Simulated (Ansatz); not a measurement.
Reaction (SMILES): [H][H] (H2) → 2 H atom
B3LYP-D3(BJ)/def2-TZVP geometries, fixed; electronic energies without zero-point terms.
Largest species:
```xyz
2

H      0.0000     0.0000    -0.3720
H      0.0000     0.0000     0.3720
```
Charge 0, spin multiplicity 1.

Basis-set convergence of the bond dissociation energy at CCSD(T) with Ansatz (a quantum-chemistry and plane-wave program). All functions are spherical. Open shells are unrestricted. No added dispersion term, no relativity. Functions are those of the species that has most. Reference: Hartree-Fock in aug-cc-pV5Z plus the correlation part extrapolated as X^-3 from aug-cc-pVQZ and aug-cc-pV5Z, 109.51 kcal/mol, itself unsure by roughly 0.06 kcal/mol (a third of the extrapolation step and of the last Hartree-Fock step). Deviations are taken from unrounded values.

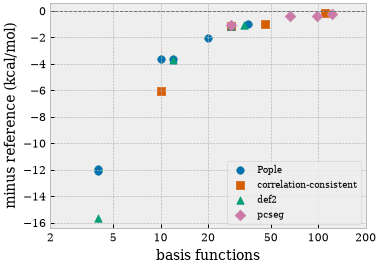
*Deviation from the reference against the number of basis functions, by family of sets.*

| basis | functions | bond dissociation energy (kcal/mol) | minus reference (kcal/mol) |
|---|---|---|---|
| 3-21G | 4 | 97.55 | -11.96 |
| 6-31G* | 4 | 97.41 | -12.10 |
| def2-SV(P) | 4 | 93.86 | -15.66 |
| 6-31G** | 10 | 105.84 | -3.67 |
| cc-pVDZ | 10 | 103.49 | -6.02 |
| 6-311G** | 12 | 105.87 | -3.64 |
| def2-TZVP | 12 | 105.82 | -3.69 |
| 6-311++G(2d,2p) | 20 | 107.45 | -2.07 |
| def2-TZVPP | 28 | 108.38 | -1.13 |
| jun-cc-pV(T+d)Z | 28 | 108.38 | -1.13 |
| pcseg-2 | 28 | 108.43 | -1.08 |
| def2-TZVPPD | 34 | 108.46 | -1.05 |
| 6-311++G(3df,3pd) | 36 | 108.49 | -1.02 |
| aug-cc-pVTZ | 46 | 108.55 | -0.96 |
| pcseg-3 | 66 | 109.13 | -0.38 |
| aug-pcseg-3 | 98 | 109.14 | -0.37 |
| cc-pV5Z | 110 | 109.33 | -0.18 |
| pcseg-4 | 122 | 109.30 | -0.21 |
